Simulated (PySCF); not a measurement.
Bond stretch in SMILES [CH3][GeH3] (CH₆Ge). The Ge2–H8 bond (Ge2 also carries C, H, H; H8 carries nothing else) is varied alone, starting from the PBE0/def2-TZVP optimised geometry.

```
8

C     -1.5659    -0.9475    -0.6823
Ge     0.0000     0.0000     0.0000
H     -1.5633    -0.9461    -1.7728
H     -2.4805    -0.4654    -0.3354
H     -1.5635    -1.9812    -0.3350
H      0.0000     1.4601    -0.4880
H      1.2933    -0.6776    -0.4879
H      0.0000     0.0000     1.5394
```

- RHF/cc-pVDZ (PySCF)
- UCCSD(T) = CCSD(T) on UHF/cc-pVDZ, 10 core orbitals frozen (PySCF 2.14.0)
- UKS-wB97X-V = unrestricted wB97X-V/cc-pVDZ in PySCF

Energies are in kcal/mol, each relative to the lowest point of its own curve near equilibrium.

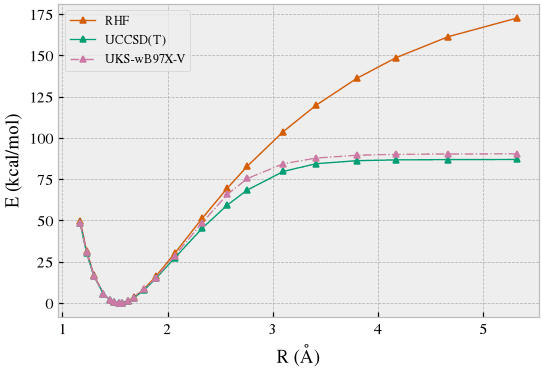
Figure. Energy against bond length for each method.

```json
[
 {"R / Å": "1.17", "RHF": "50.0", "UCCSD(T)": "48.2", "UKS-wB97X-V": "48.4"},
 {"R / Å": "1.23", "RHF": "31.7", "UCCSD(T)": "30.5", "UKS-wB97X-V": "30.7"},
 {"R / Å": "1.30", "RHF": "16.9", "UCCSD(T)": "16.3", "UKS-wB97X-V": "16.4"},
 {"R / Å": "1.39", "RHF": "5.7", "UCCSD(T)": "5.6", "UKS-wB97X-V": "5.6"},
 {"R / Å": "1.45", "RHF": "1.9", "UCCSD(T)": "1.9", "UKS-wB97X-V": "1.9"},
 {"R / Å": "1.49", "RHF": "0.5", "UCCSD(T)": "0.6", "UKS-wB97X-V": "0.6"},
 {"R / Å": "1.54", "RHF": "0.0", "UCCSD(T)": "0.0", "UKS-wB97X-V": "0.0"},
 {"R / Å": "1.57", "RHF": "0.2", "UCCSD(T)": "0.2", "UKS-wB97X-V": "0.2"},
 {"R / Å": "1.62", "RHF": "1.2", "UCCSD(T)": "1.1", "UKS-wB97X-V": "1.1"},
 {"R / Å": "1.68", "RHF": "3.4", "UCCSD(T)": "3.1", "UKS-wB97X-V": "3.2"},
 {"R / Å": "1.78", "RHF": "8.7", "UCCSD(T)": "8.0", "UKS-wB97X-V": "8.3"},
 {"R / Å": "1.89", "RHF": "16.2", "UCCSD(T)": "14.9", "UKS-wB97X-V": "15.4"},
 {"R / Å": "2.07", "RHF": "30.3", "UCCSD(T)": "27.4", "UKS-wB97X-V": "28.7"},
 {"R / Å": "2.33", "RHF": "51.4", "UCCSD(T)": "45.3", "UKS-wB97X-V": "48.7"},
 {"R / Å": "2.57", "RHF": "69.7", "UCCSD(T)": "59.5", "UKS-wB97X-V": "65.9"},
 {"R / Å": "2.76", "RHF": "83.0", "UCCSD(T)": "68.5", "UKS-wB97X-V": "75.5"},
 {"R / Å": "3.10", "RHF": "103.8", "UCCSD(T)": "79.7", "UKS-wB97X-V": "84.4"},
 {"R / Å": "3.41", "RHF": "119.7", "UCCSD(T)": "84.4", "UKS-wB97X-V": "87.8"},
 {"R / Å": "3.80", "RHF": "136.1", "UCCSD(T)": "86.2", "UKS-wB97X-V": "89.5"},
 {"R / Å": "4.17", "RHF": "148.6", "UCCSD(T)": "86.7", "UKS-wB97X-V": "90.1"},
 {"R / Å": "4.67", "RHF": "161.4", "UCCSD(T)": "86.9", "UKS-wB97X-V": "90.3"},
 {"R / Å": "5.32", "RHF": "172.6", "UCCSD(T)": "87.0", "UKS-wB97X-V": "90.4"}
]
```

At the longest distance, 5.32 Å, RHF lies highest above its minimum (172.6 kcal/mol) and UCCSD(T) lowest (87.0 kcal/mol).

The restricted form behind RHF keeps the bonding electrons paired and can't separate into open-shell fragments. The unrestricted determinant behind UCCSD(T) is spin-contaminated at 2.33 to 5.32 Å (<S²> up to 1.0, against 0.00 for a pure singlet). The unrestricted determinant behind UKS-wB97X-V is spin-contaminated at 2.57 to 5.32 Å (<S²> up to 1.0, against 0.00 for a pure singlet).
